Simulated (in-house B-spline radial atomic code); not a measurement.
# Many-body perturbation calculation for B³⁺

- system: B³⁺.
- method: configuration interaction of two valence electrons with many-body perturbation theory for the core (screened one- and two-electron correlation potentials), Breit and QED, no-pair Dirac, B-spline basis (in-house B-spline radial atomic code)

**Key numbers**

- outcome: converged
- hardware: 1 CPU thread, shared host
- wall time: 38 s

**Input**
```
basis_form = 3
Z = 5
core_configuration = 
rms_radius = 2.406
mass_number = 11
speed_of_light = 137.035999084
box_radius = 18.0
lmax = 6
intervals = 66
virtual_cutoff = 300.0
```

Launched within a batch (the task file carries these settings):
```bash
python <driver script> task.json out
```

The program writes its results to a structured record and prints no log; tables and figures of this report are taken from that record.

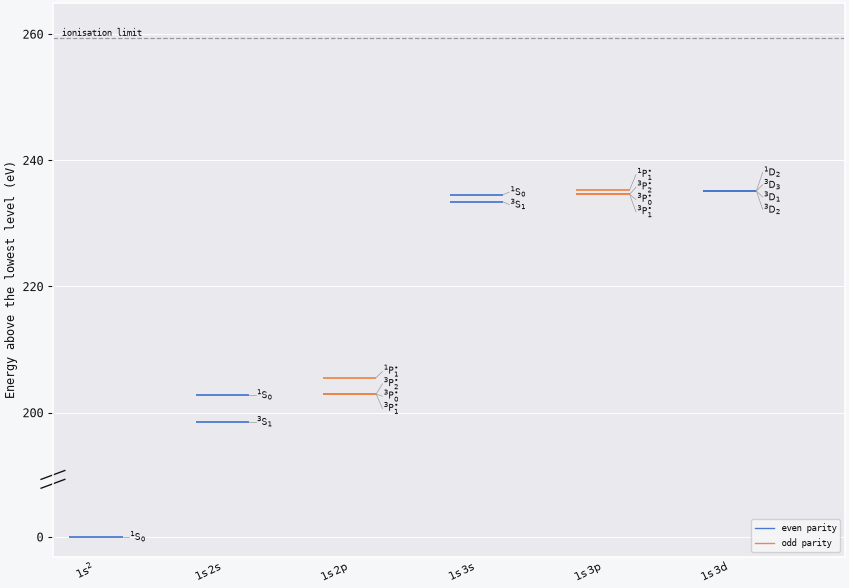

**Figure 1.** Levels of B³⁺, two electrons outside the core bare nucleus. CI+MBPT: configuration interaction in the frozen-core Dirac–Hartree–Fock potential with screened core-valence correlation, Breit and QED terms; computed with a B-spline radial code. The lowest level is 1s² ¹S₀. The first excited level, 1s 2s ³S₁, lies at 199 eV. The lowest level of opposite parity, 1s 2p ³P°₁, is at 203 eV. The ionisation energy is 259.4 eV, against 259.4 eV from CI without core-valence correlation and a tabulated theoretical value of 259.4 eV.

| Level | E (eV) |
| --- | --- |
| 1s² ¹S₀ | 0 |
| 1s 2s ³S₁ | 198.5 |
| 1s 2s ¹S₀ | 202.8 |
| 1s 2p ³P°₁ | 202.9 |
| 1s 2p ³P°₀ | 202.9 |
| 1s 2p ³P°₂ | 202.9 |
| 1s 2p ¹P°₁ | 205.5 |
| 1s 3s ³S₁ | 233.4 |
| 1s 3s ¹S₀ | 234.5 |
| 1s 3p ³P°₁ | 234.6 |
| 1s 3p ³P°₀ | 234.6 |
| 1s 3p ³P°₂ | 234.6 |
| 1s 3d ³D₂ | 235.1 |
| 1s 3d ³D₁ | 235.1 |
| 1s 3d ³D₃ | 235.1 |
| 1s 3d ¹D₂ | 235.2 |
